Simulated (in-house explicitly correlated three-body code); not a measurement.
Two electrons around a point charge Z = 8 (O⁶⁺). Computed variationally in 260 exponentially correlated functions with an in-house code, non-relativistic, converged to about 10⁻⁸ of the energy. The exact exchange and correlation energies are −4777 and −45.45 millihartree. Wanted, and plotted below: the errors of BP86, LDA (VWN5), PBE, PBEsol, PW91, RPBE, SCAN, TPSS and revTPSS, evaluated on the exact density.

By the size of the summed error (millihartree): SCAN −2.2, TPSS −6.8, revTPSS −8.4, BP86 +8.9, RPBE +9.1, PW91 +63, PBE +90, PBEsol +280, LDA (VWN5) +531. Errors of exchange and correlation cancel by a quarter or more for SCAN (−4.1 and +1.8) and BP86 (+34 and −25).

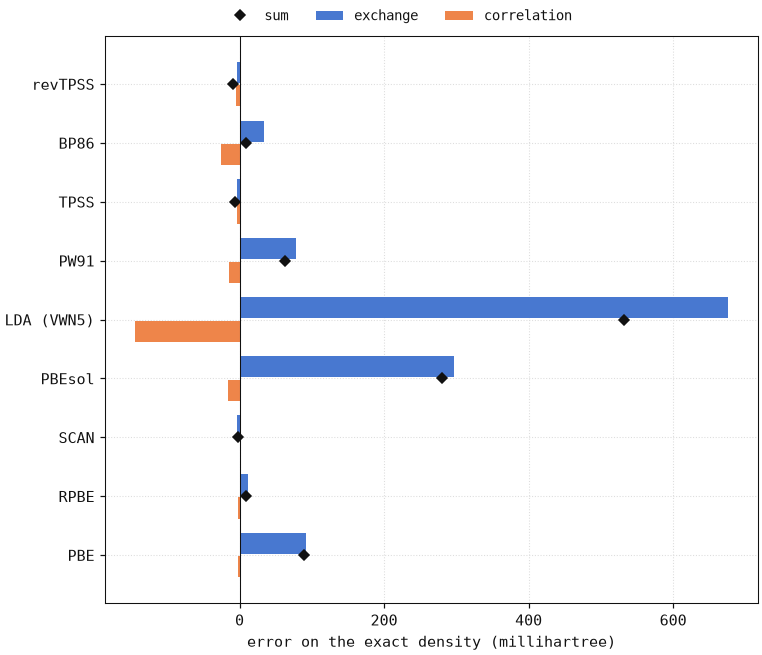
